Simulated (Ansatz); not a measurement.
# Cl₂F₂H₂In₂: one molecule under many settings

Aim: run Cl₂F₂H₂In₂ under a spread of inputs, and see what each costs and gives.

The runs use Ansatz 0.2.0, Gaussian basis; the settings change from run to run.

1 further run of the same task is left out (for a known fault of the program). Runs told in other sessions of the task aren't counted.

## 1. The geometry

An earlier PBE0-D4 in a triple-zeta def2 set relaxation fixed the geometry. In takes a core potential in def2 sets; no spin-orbit term is included.

SMILES `[Cl][In@H-]1[F+][In@H-]([Cl])[F+]1`, 8 atoms, charge 0, spin multiplicity 1.

Atoms are counted from 1 here; the program's logs count them from 0.

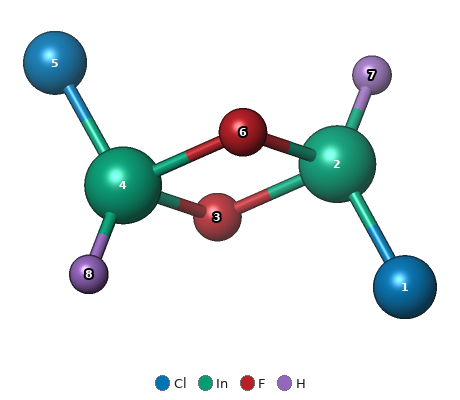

The geometry (chlorine blue, indium teal, fluorine red, hydrogen purple); atoms are numbered from 1 in the order of the file.

## 2. B97/def2-mTZVPP

Set apart from the defaults: multiplicity 3.

in.yaml reads:

```yaml
crystal:
  periodic: [false, false, false]
  atoms:
    - {symbol: Cl, position_ang: [0.814071, -2.898954, 1.047605]}
    - {symbol: In, position_ang: [1.357285, -0.687054, 0.694808]}
    - {symbol: F, position_ang: [0.453116, -0.300579, -1.182124]}
    - {symbol: In, position_ang: [-1.357111, 0.687156, -0.693660]}
    - {symbol: Cl, position_ang: [-0.816914, 2.897931, -1.057480]}
    - {symbol: F, position_ang: [-0.451156, 0.304011, 1.183339]}
    - {symbol: H, position_ang: [2.719168, 0.263093, 0.975675]}
    - {symbol: H, position_ang: [-2.718468, -0.265615, -0.968162]}
basis:
  gaussian: {orbitals: def2-mTZVPP}
magnetization: {spin_polarized: true, initial_magnetization: 2}
hamiltonian: {xc: {name: B97}}
```

Run with:

```console
$ ansatz run in.yaml --threads 4 --pin off --events-out ev --progress --plain --max-ram 11315MiB
```

The log of the run:

```text
Functional definition: B97
  name "B97"
  cite "Becke, J. Chem. Phys. 107, 8554 (1997) doi:10.1063/1.475007"
  parameter cx = 0.1943
  parameter cx0 = 0.8094
  parameter cx1 = 0.5073
  parameter cx2 = 0.7481
  parameter css0 = 0.1737
  parameter css1 = 2.3487
  parameter css2 = -2.4868
  parameter cos0 = 0.9454
  parameter cos1 = 0.7471
  parameter cos2 = -4.5961
  exchange = spin_sum(e_x_unif_s*poly(b97_u_x, cx0, cx1, cx2)) + cx*exact_x
  correlation = spin_sum(e_c_pw_same_spin*poly(b97_u_same, css0, css1, css2))
      + integral(e_c_pw_opposite_spin*poly(b97_u_opposite, cos0, cos1, cos2))
1864 factors; integrals over basis functions are off by at most 6.1e-4 eV
mean field evaluation 1: about -40852.4309 eV, gradient 4.3e1 eV
mean field evaluation 2: about -40812.9132 eV, gradient 1.1e2 eV
mean field evaluation 4: about -40857.6479 eV, gradient 8.3e0 eV
mean field evaluation 8: about -40858.1089 eV, gradient 2.5e-1 eV
mean field evaluation 16: about -40858.1668 eV, gradient 3.3e-2 eV
mean field evaluation 32: about -40856.7090 eV, gradient 1.0e1 eV
mean field evaluation 64: about -40858.1100 eV, gradient 1.3e0 eV
mean field -40858.26240016 eV, -1501.5134484809 hartree, gradient 1.8e-5 eV, S^2 2.006455; 10 other end points of the search recorded, 0 dependent functions left out
reference -40858.26247528 eV, -1501.5134512417 hartree; 49, 47 occupied and 135, 137 virtual orbitals, 1864 factors
Total energy: -40858.26247528 eV, -1501.5134512417 hartree
```

Run time: 57 s. Hardware: 4 threads of Arm Neoverse V1, shared host; peak memory 1.2 GiB.

⟨S²⟩ 2.006.

## 3. B97/def2-mTZVPP

in.yaml: that of step 2 with these lines changed.

```diff
@@ -13,3 +13,2 @@
   gaussian: {orbitals: def2-mTZVPP}
-magnetization: {spin_polarized: true, initial_magnetization: 2}
 hamiltonian: {xc: {name: B97}}
```

The command is unchanged.

The log of the run, cut to the lines that bear on the results:

```text
Functional definition: B97
  name "B97"
  cite "Becke, J. Chem. Phys. 107, 8554 (1997) doi:10.1063/1.475007"
[...]
      + integral(e_c_pw_opposite_spin*poly(b97_u_opposite, cos0, cos1, cos2))
1766 factors; their error is unknown
[...]
mean field -40864.06410910 eV, -1501.7266573520 hartree, gradient 5.6e-5 eV, S^2 0.000000; 0 other end points of the search recorded, 0 dependent functions left out
reference -40864.06415873 eV, -1501.7266591759 hartree; 48, 48 occupied and 136, 136 virtual orbitals, 1766 factors
Total energy: -40864.06415873 eV, -1501.7266591759 hartree
```

Wall time 7.5 s (4 threads of Arm Neoverse V1, shared host); peak memory 0.68 GiB.

## 4. r2SCAN0/def2-TZVPP

Options: D4 dispersion.

in.yaml: that of step 3 with these lines changed.

```diff
@@ -12,3 +12,4 @@
 basis:
-  gaussian: {orbitals: def2-mTZVPP}
-hamiltonian: {xc: {name: B97}}
+  gaussian: {orbitals: def2-TZVPP}
+hamiltonian: {xc: {name: r2SCAN0}, dispersion: d4}
+output: {forces: true}
```

Launched as before.

The log of the run, cut to the lines that bear on the results:

```text
Functional definition: r2SCAN0
  name "r2SCAN0"
  cite "Bursch, Neugebauer, Ehlert & Grimme, J. Chem. Phys. 156, 134105 (2022) doi:10.1063/5.0086040"
  cite "Furness, Kaplan, Ning, Perdew & Sun, J. Phys. Chem. Lett. 11, 8208 (2020) doi:10.1021/acs.jpclett.0c02405"
  cite "Furness, Kaplan, Ning, Perdew & Sun, J. Phys. Chem. Lett. 11, 9248 (2020) doi:10.1021/acs.jpclett.0c03077"
  parent r2scan
[...]
2042 factors; their error is unknown
[...]
mean field -40865.98208029 eV, -1501.7971414932 hartree, gradient 2.0e-5 eV, S^2 0.000000; 0 other end points of the search recorded, 0 dependent functions left out
[...]
reference -40865.98209593 eV, -1501.7971420679 hartree; 48, 48 occupied and 226, 226 virtual orbitals, 2042 factors
Total energy: -40866.05593511 eV, -1501.7998556078 hartree
Atom 0 at     0.814071    -2.898954     1.047605 Å, force     0.018865     0.120747    -0.021946 eV/Å
Atom 1 at     1.357285    -0.687054     0.694808 Å, force    -0.131284     0.084093    -0.071792 eV/Å
Atom 2 at     0.453116    -0.300579    -1.182124 Å, force    -0.089275     0.058739     0.230724 eV/Å
Atom 3 at    -1.357111     0.687156    -0.693660 Å, force     0.132692    -0.083939     0.069873 eV/Å
Atom 4 at    -0.816914     2.897931    -1.057480 Å, force    -0.019404    -0.119760     0.025185 eV/Å
Atom 5 at    -0.451156     0.304011     1.183339 Å, force     0.088450    -0.059912    -0.230994 eV/Å
Atom 6 at     2.719168     0.263093     0.975675 Å, force    -0.107825    -0.075502    -0.022664 eV/Å
Atom 7 at    -2.718468    -0.265615    -0.968162 Å, force     0.107781     0.075534     0.021613 eV/Å
Dipole moment:     0.000436    -0.000242     0.002419 e Å
```

It took 14 s on 4 threads of Arm Neoverse V1, shared host; peak memory 1.2 GiB.

Largest force 0.255 eV/Å, dipole 0.01 D.

## 5. RPBE/def2-SVPD

Options: charge +1, multiplicity 2, restricted open-shell orbitals, atoms shaken by 0.08 Å, D3(BJ) dispersion.

in.yaml reads:

```yaml
crystal:
  periodic: [false, false, false]
  atoms:
    - {symbol: Cl, position_ang: [0.840691, -2.893764, 1.050992]}
    - {symbol: In, position_ang: [1.271009, -0.647062, 0.689450]}
    - {symbol: F, position_ang: [0.419834, -0.313594, -1.250949]}
    - {symbol: In, position_ang: [-1.413810, 0.651871, -0.708395]}
    - {symbol: Cl, position_ang: [-0.658189, 2.857826, -1.000128]}
    - {symbol: F, position_ang: [-0.531781, 0.410926, 1.205882]}
    - {symbol: H, position_ang: [2.615308, 0.396966, 0.911407]}
    - {symbol: H, position_ang: [-2.829713, -0.366836, -0.841775]}
basis:
  gaussian: {orbitals: def2-SVPD}
total_charge: 1
magnetization: {spin_polarized: false, initial_magnetization: 1}
hamiltonian: {xc: {name: RPBE}, dispersion: d3bj}
```

Same command.

The log of the run, cut to the lines that bear on the results:

```text
Functional definition: RPBE
  name "RPBE"
  cite "Hammer, Hansen & Nørskov, Phys. Rev. B 59, 7413 (1999) doi:10.1103/PhysRevB.59.7413"
  cite "Perdew, Burke & Ernzerhof, Phys. Rev. Lett. 77, 3865 (1996) doi:10.1103/PhysRevLett.77.3865"
[...]
1756 factors; their error is unknown
[...]
mean field -40843.20561908 eV, -1500.9601219821 hartree, gradient 6.5e-6 eV, S^2 0.750000; 22 other end points of the search recorded, 0 dependent functions left out
reference -40843.20569499 eV, -1500.9601247718 hartree; 48, 47 occupied and 132, 133 virtual orbitals, 1756 factors
Total energy: -40845.01772388 eV, -1501.0267156051 hartree
```

Wall time 62 s (4 threads of Arm Neoverse V1, shared host); peak memory 0.69 GiB.

## 6. PBE0-DH/x2c-TZVPPall

This run has multiplicity 3, the search for lower states set to light.

in.yaml reads:

```yaml
crystal:
  periodic: [false, false, false]
  atoms:
    - {symbol: Cl, position_ang: [0.814071, -2.898954, 1.047605]}
    - {symbol: In, position_ang: [1.357285, -0.687054, 0.694808]}
    - {symbol: F, position_ang: [0.453116, -0.300579, -1.182124]}
    - {symbol: In, position_ang: [-1.357111, 0.687156, -0.693660]}
    - {symbol: Cl, position_ang: [-0.816914, 2.897931, -1.057480]}
    - {symbol: F, position_ang: [-0.451156, 0.304011, 1.183339]}
    - {symbol: H, position_ang: [2.719168, 0.263093, 0.975675]}
    - {symbol: H, position_ang: [-2.718468, -0.265615, -0.968162]}
basis:
  gaussian: {orbitals: x2c-TZVPPall}
magnetization: {spin_polarized: true, initial_magnetization: 2}
hamiltonian: {xc: {name: PBE0-DH}}
scf: {lower_state_search: light}
```

The command is unchanged.

The log of the run, cut to the lines that bear on the results:

```text
Functional definition: PBE0-DH
  name "PBE0-DH"
  cite "Brémond & Adamo, J. Chem. Phys. 135, 024106 (2011) doi:10.1063/1.3604569"
  cite "Perdew, Burke & Ernzerhof, Phys. Rev. Lett. 77, 3865 (1996) doi:10.1103/PhysRevLett.77.3865"
[...]
2245 factors; integrals over basis functions are off by at most 7.0e-4 eV
[...]
mean field -350610.22144974 eV, -12884.6879861341 hartree, gradient 2.6e-6 eV, S^2 2.012156; 6 other end points of the search recorded, 0 dependent functions left out
48 core orbitals not correlated: weight in the atoms' cores, before any rotation towards them, 1.000 or more for the frozen orbitals, at most 0.000 for the correlated occupied ones
reference -350610.22147717 eV, -12884.6879871424 hartree; 29, 27 occupied and 217, 219 virtual orbitals, 2245 factors
second order -49.79313874 eV of doubles, -0.00000000 eV of singles
Total energy: -350616.44561952 eV, -12884.9167201546 hartree
Relativity: scalar
```

It took 2.1 min on 4 threads of Arm Neoverse V1, shared host; peak memory 2.2 GiB.

⟨S²⟩ 2.012.

## 7. revPBE0/def2-SVP

Options: charge +1, multiplicity 2, D4 dispersion, relativity set to scalar.

in.yaml: that of step 6 with these lines changed.

```diff
@@ -12,5 +12,5 @@
 basis:
-  gaussian: {orbitals: x2c-TZVPPall}
-magnetization: {spin_polarized: true, initial_magnetization: 2}
-hamiltonian: {xc: {name: PBE0-DH}}
-scf: {lower_state_search: light}
+  gaussian: {orbitals: def2-SVP}
+total_charge: 1
+magnetization: {spin_polarized: true, initial_magnetization: 1}
+hamiltonian: {xc: {name: revPBE0}, dispersion: d4, pseudopotentials: {relativity: scalar}}
```

The command is unchanged.

The log of the run, cut to the lines that bear on the results:

```text
Functional definition: revPBE0
  name "revPBE0"
  cite "Zhang & Yang, Phys. Rev. Lett. 80, 890 (1998) doi:10.1103/PhysRevLett.80.890"
  cite "Adamo & Barone, J. Chem. Phys. 110, 6158 (1999) doi:10.1063/1.478522"
  cite "Perdew, Burke & Ernzerhof, Phys. Rev. Lett. 77, 3865 (1996) doi:10.1103/PhysRevLett.77.3865"
[...]
1348 factors; integrals over basis functions are off by at most 3.1e-4 eV
[...]
mean field -40909.51655840 eV, -1503.3970040550 hartree, gradient 4.3e-6 eV, S^2 0.754682; 9 other end points of the search recorded, 0 dependent functions left out
reference -40909.51661631 eV, -1503.3970061831 hartree; 48, 47 occupied and 78, 79 virtual orbitals, 1348 factors
Total energy: -40910.02783486 eV, -1503.4157931184 hartree
Relativity: scalar
```

It took 26 s on 4 threads of Arm Neoverse V1, shared host; peak memory 0.67 GiB.

⟨S²⟩ 0.755.

## 8. wPBEh/x2c-TZVPPall

This run has unrestricted orbitals.

in.yaml: that of step 7 with these lines changed.

```diff
@@ -12,5 +12,5 @@
 basis:
-  gaussian: {orbitals: def2-SVP}
-total_charge: 1
-magnetization: {spin_polarized: true, initial_magnetization: 1}
-hamiltonian: {xc: {name: revPBE0}, dispersion: d4, pseudopotentials: {relativity: scalar}}
+  gaussian: {orbitals: x2c-TZVPPall}
+magnetization: {spin_polarized: true, initial_magnetization: 0}
+hamiltonian: {xc: {name: wPBEh}}
+output: {forces: true}
```

Launched as before.

The log of the run, cut to the lines that bear on the results:

```text
Functional definition: wPBEh
  name "wPBEh"
  cite "Heyd, Scuseria & Ernzerhof, J. Chem. Phys. 118, 8207 (2003) doi:10.1063/1.1564060"
  cite "Krukau, Vydrov, Izmaylov & Scuseria, J. Chem. Phys. 125, 224106 (2006) doi:10.1063/1.2404663"
  cite "Heyd & Scuseria, J. Chem. Phys. 120, 7274 (2004) doi:10.1063/1.1668634"
  cite "Ernzerhof & Perdew, J. Chem. Phys. 109, 3313 (1998) doi:10.1063/1.476928"
  cite "Perdew, Burke & Ernzerhof, Phys. Rev. Lett. 77, 3865 (1996) doi:10.1103/PhysRevLett.77.3865"
  parent pbe
[...]
2245 factors; integrals over basis functions are off by at most 7.0e-4 eV
111 factors; integrals over basis functions are off by at most 3.5e-7 eV
[...]
mean field -350632.44154375 eV, -12885.5045595277 hartree, gradient 2.8e-5 eV, S^2 0.000000; 0 other end points of the search recorded, 0 dependent functions left out
[...]
reference -350632.44159697 eV, -12885.5045614837 hartree; 76, 76 occupied and 218, 218 virtual orbitals, 2245 factors
Total energy: -350632.44159697 eV, -12885.5045614837 hartree
Relativity: scalar
Atom 0 at     0.814071    -2.898954     1.047605 Å, force    -0.014084    -0.081293     0.016624 eV/Å
Atom 1 at     1.357285    -0.687054     0.694808 Å, force     0.045603    -0.000499     0.017595 eV/Å
Atom 2 at     0.453116    -0.300579    -1.182124 Å, force     0.019359    -0.013402    -0.053230 eV/Å
Atom 3 at    -1.357111     0.687156    -0.693660 Å, force    -0.044477     0.000280    -0.019195 eV/Å
Atom 4 at    -0.816914     2.897931    -1.057480 Å, force     0.013384     0.082132    -0.014392 eV/Å
Atom 5 at    -0.451156     0.304011     1.183339 Å, force    -0.019793     0.012978     0.052911 eV/Å
Atom 6 at     2.719168     0.263093     0.975675 Å, force     0.040565     0.031825     0.007005 eV/Å
Atom 7 at    -2.718468    -0.265615    -0.968162 Å, force    -0.040558    -0.032021    -0.007317 eV/Å
Dipole moment:     0.000407    -0.000239     0.002270 e Å
```

Wall time 26 s (4 threads of Arm Neoverse V1, shared host); peak memory 2 GiB.

Largest force 0.084 eV/Å, dipole 0.01 D, ⟨S²⟩ 0.000.

## 9. RPA/ANO-RCC-VTZP

This run has relativity set to scalar.

in.yaml: that of step 8 with these lines changed.

```diff
@@ -12,5 +12,4 @@
 basis:
-  gaussian: {orbitals: x2c-TZVPPall}
-magnetization: {spin_polarized: true, initial_magnetization: 0}
-hamiltonian: {xc: {name: wPBEh}}
-output: {forces: true}
+  gaussian: {orbitals: ANO-RCC-VTZP}
+hamiltonian: {xc: {name: HF}, pseudopotentials: {relativity: scalar}}
+correlation: {method: rpa}
```

Same command.

The log of the run:

```text
Functional definition: HF
  name "HF"
  cite "Fock, Z. Phys. 61, 126 (1930) doi:10.1007/BF01340294"
  parent pbe
  exchange = exact_x
  correlation = 0
2098 factors; integrals over basis functions are off by at most 7.8e-4 eV
mean field evaluation 1: about -350445.7714 eV, gradient 4.5e1 eV
mean field evaluation 2: about -350445.9422 eV, gradient 4.6e1 eV
mean field evaluation 4: about -350450.1112 eV, gradient 3.1e0 eV
mean field evaluation 8: about -350450.1714 eV, gradient 2.2e-1 eV
mean field -350450.17156270 eV, -12878.8062612714 hartree, gradient 3.4e-6 eV, S^2 0.000000; 0 other end points of the search recorded, 0 dependent functions left out
48 core orbitals not correlated: weight in the atoms' cores, before any rotation towards them, 1.000 or more for the frozen orbitals, at most 0.000 for the correlated occupied ones
reference -350450.17156270 eV, -12878.8062612714 hartree; 28, 28 occupied and 216, 216 virtual orbitals, 2098 factors
Total energy: -350504.40625969 eV, -12880.7993496239 hartree
Relativity: scalar
```

Wall time 30 s (4 threads of Arm Neoverse V1, shared host); peak memory 1.6 GiB.

## 10. All runs side by side

```csv
level,charge,multiplicity,geometry,functions,energy (eV),time
B97/def2-mTZVPP,0,3,relaxed,184,-40858.262,57 s
B97/def2-mTZVPP,0,1,relaxed,184,-40864.064,7.5 s
r2SCAN0/def2-TZVPP,0,1,relaxed,274,-40866.056,14 s
RPBE/def2-SVPD,1,2,shaken,180,-40845.018,62 s
PBE0-DH/x2c-TZVPPall,0,3,relaxed,294,-350616.446,2.1 min
revPBE0/def2-SVP,1,2,relaxed,126,-40910.028,26 s
wPBEh/x2c-TZVPPall,0,1,relaxed,294,-350632.442,26 s
RPA/ANO-RCC-VTZP,0,1,relaxed,292,-350504.406,30 s
```

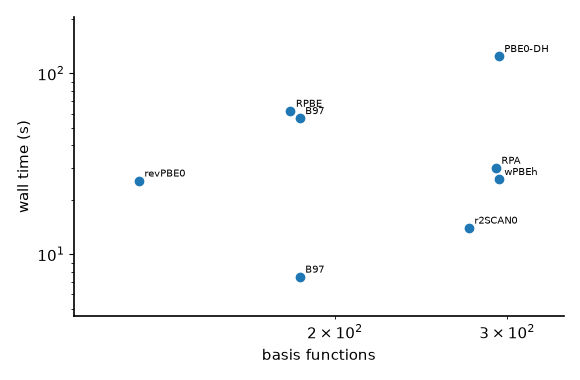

Wall time against the number of basis functions (shared host).

## 11. Summary of results

```
                                         quantity                          value
                                             runs                              8
                                         quickest         B97/def2-mTZVPP, 7.5 s
                                          slowest  PBE0-DH/x2c-TZVPPall, 2.1 min
spread of total energies, same state and geometry                    309768.4 eV
                  dipole, same state and geometry                 0.01 to 0.01 D
```

What this shows: Run time spans a factor of 17, from B97/def2-mTZVPP to PBE0-DH/x2c-TZVPPall. The jobs differ in tasks and options as well as level. Total energies at one charge and spin differ by 309768 eV between levels, so only differences within one level mean anything. Some of these runs are scalar-relativistic and others not, which shifts the totals of all-electron atoms past neon by several eV an atom and more; core potentials, where a basis has them, take the core out of the total altogether. At the PBE0-D4/def2-TZVP geometry and in the same state, the sound runs without point charges leave forces up to 0.25 eV/Å (r2SCAN0/def2-TZVPP).
